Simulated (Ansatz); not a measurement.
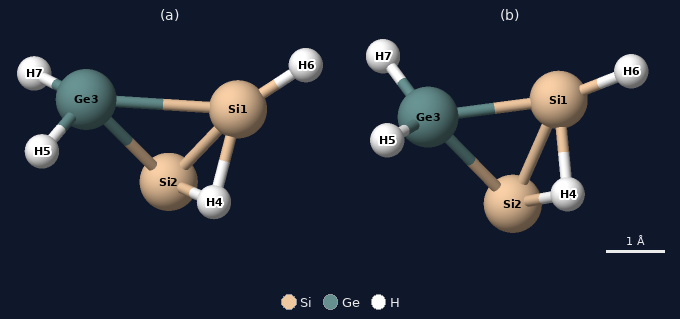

The structure of GeSi$_{2}$H$_{4}$ before (left) and after (right) a relaxation, at one scale.

Style: ball-and-stick. Shown face on.

It is one of the separated reactants of a reaction.

Theory: RKS PBE-D4/def2-SVP (Ansatz 0.2.0).

The input:
```yaml
crystal:
  periodic: [false, false, false]
  atoms:
    - {symbol: Si, position_ang: [-1.511147, -1.002283, 0.699013]}
    - {symbol: Si, position_ang: [0.054711, -1.746088, -0.671696]}
    - {symbol: Ge, position_ang: [0.528620, 0.620247, 0.141206]}
    - {symbol: H, position_ang: [-1.469439, -1.104306, -0.974546]}
    - {symbol: H, position_ang: [0.449745, 1.586724, -1.047797]}
    - {symbol: H, position_ang: [-2.419507, -1.346537, 1.734760]}
    - {symbol: H, position_ang: [1.995049, 0.296351, 0.476594]}
basis:
  gaussian: {orbitals: def2-SVP}
hamiltonian: {xc: pbe, dispersion: d4}
relax: {f_tol: 0.03, max_steps: 250}
```

Run as
```bash
ansatz run in.yaml --threads 2 --pin off --events-out ev --progress --plain --max-ram 4352MiB
```

Q: Describe what moved and what it gained.

A: The energy falls by 1.406 eV in 7 geometry steps. The largest force component goes from 3.6 to 0.017 eV/Å. The atom that moves furthest after the best rigid fit is Si1 (0.45 Å). By element the largest moves are Si 0.45 Å, H 0.39 Å, Ge 0.37 Å. Some distances before and after: Si1–Ge3 2.665 → 2.313 Å, Si1–Si2 2.210 → 2.308 Å, Si1–H6 1.420 → 1.514 Å, Si2–H4 1.681 → 1.745 Å. Among the angles between lasting bonds that change: H4–Si1–H6 136.8° → 100.1°, Si2–Ge3–H7 92.9° → 114.7°, Si2–Ge3–H5 109.2° → 125.7°. The run took 13 s on 2 threads of Arm Neoverse V2 (shared host).
